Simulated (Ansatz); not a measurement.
Stretching the Sn1–F2 bond in F2Sn (SMILES [F][Sn][F]) (multiplicity 1 held, fragments rigid). Energies count from the point at 1.948 Å.
Geometry at that point (charge 0, multiplicity 1):
```xyz
3

Sn     0.0263    -0.0158     0.3430
F      0.6546     1.2985    -0.9506
F     -0.8008    -1.2105    -0.9547
```

R- and RO- levels are restricted; in cc, def2 and unpolarised 6-31G sets they are followed outwards from rest. U- levels take the lowest unrestricted solution at each point, which mixes spins at long bonds. Levels need not reach the same state.

Cores are frozen in the correlated methods. Filled d and f shells under p-block atoms count as core.

The values were computed with Ansatz (a program for electronic structure) with Gaussian orbitals.  In def2 rows elements past Kr take small-core potentials, without spin–orbit coupling.

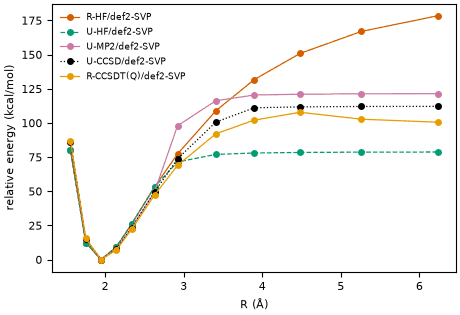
Relative energy along the coordinate

Problem. Read off the U-HF/def2-SVP curve at R = 6.234.

Solution. about 79 kcal/mol

Doubts at one or more of the structures used: a restricted determinant that unrestricted orbitals would lower (R-HF/def2-SVP, R-CCSDT(Q)/def2-SVP); a spin-contaminated determinant (U-HF/def2-SVP, U-MP2/def2-SVP, U-CCSD/def2-SVP); T1 above 0.05 (U-CCSD/def2-SVP, R-CCSDT(Q)/def2-SVP); other coupled-cluster roots lie near (R-CCSDT(Q)/def2-SVP).
